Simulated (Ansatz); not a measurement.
**C5H10F (charge +1): density, localisation and related maps**

Input

```
basis:
  gaussian:
    orbitals: def2-SVPD
crystal:
  periodic: [false, false, false]
  atoms:
    - symbol: C
      position_ang: [-2.546113, 0.415045, -0.347760]
    - symbol: C
      position_ang: [-1.199185, 1.131026, -0.251057]
    - symbol: C
      position_ang: [-0.002674, 0.317390, -0.069562]
    - symbol: C
      position_ang: [1.270830, 0.750722, 0.493170]
    - symbol: C
      position_ang: [2.523868, -0.044727, 0.128431]
    - symbol: F
      position_ang: [-0.078615, -0.914737, -0.446638]
    - symbol: H
      position_ang: [-2.804614, -0.065232, 0.615846]
    - symbol: H
      position_ang: [-2.546717, -0.356840, -1.140017]
    - symbol: H
      position_ang: [-3.333741, 1.152727, -0.585813]
    - symbol: H
      position_ang: [-1.166683, 1.975192, 0.473522]
    - symbol: H
      position_ang: [-0.953695, 1.647253, -1.225838]
    - symbol: H
      position_ang: [1.359037, 1.852480, 0.362671]
    - symbol: H
      position_ang: [1.051406, 0.660825, 1.597991]
    - symbol: H
      position_ang: [2.758441, 0.065225, -0.948109]
    - symbol: H
      position_ang: [3.381542, 0.342200, 0.708031]
    - symbol: H
      position_ang: [2.410161, -1.120649, 0.358465]
total_charge: 1
magnetization:
  spin_polarized: false
  initial_magnetization: 0
hamiltonian:
  xc: pbe0
output: {forces: true, orbitals: {seedname: orbitals}}
```

Run with:

```sh
ansatz run input.yaml --threads 2 --pin off --max-ram 4350MiB --events-out events.jsonl --progress --plain --runs-dir runs
```

Geometry: PBE-D3(BJ)/def2-SVP.

Method: isolated molecule in a Gaussian basis; Kohn-Sham density functional theory, functional PBE0 (Ansatz).

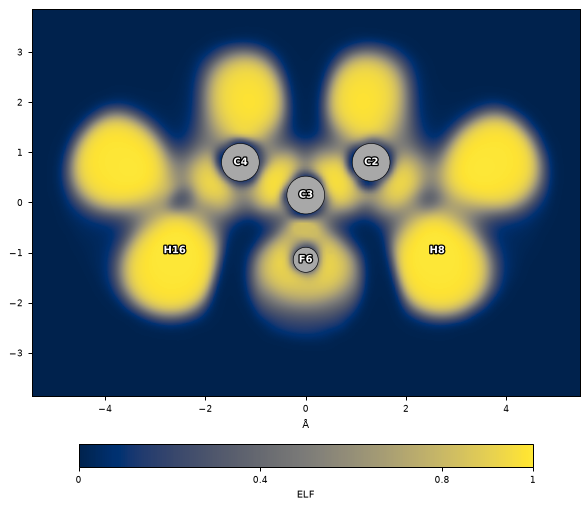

Figure 1. ELF on the plane of atoms C4, C3 and F6. Grey discs cover the atomic cores.

Question: What does the map show?

Answer: The plane passes through C, F and H nuclei.
C–F (1.29 Å): the ELF peaks at about 0.85 between the atoms (a polar covalent bond).
C–C (1.46 Å): the ELF peaks at about 0.95 between the atoms, as expected for a covalent bond.
The ELF also peaks beside F6, away from the bonds: lone-pair regions.

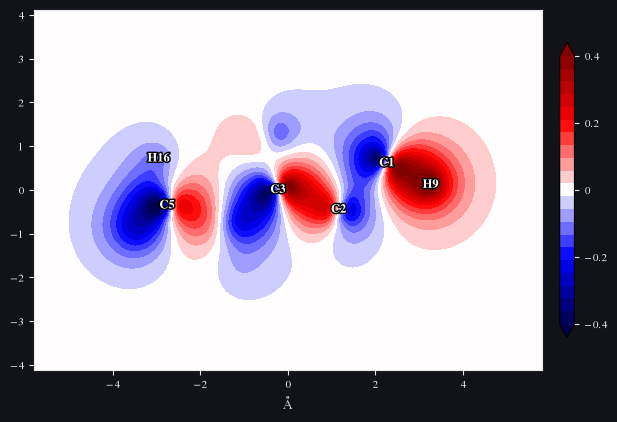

Figure 2. The HOMO−1 on the plane of atoms C1, C2 and C3 (values in Å⁻³ᐟ²; the overall sign is arbitrary).

Question: Describe this orbital and give its energy.

Answer: It lies mainly on C1 (about 20 %), C5 (about 20 %), H15 (about 10 %), H9 (about 10 %), C3 (about 10 %), H14 (about 5 %) and H7 (about 5 %). Its energy is −15.08 eV.
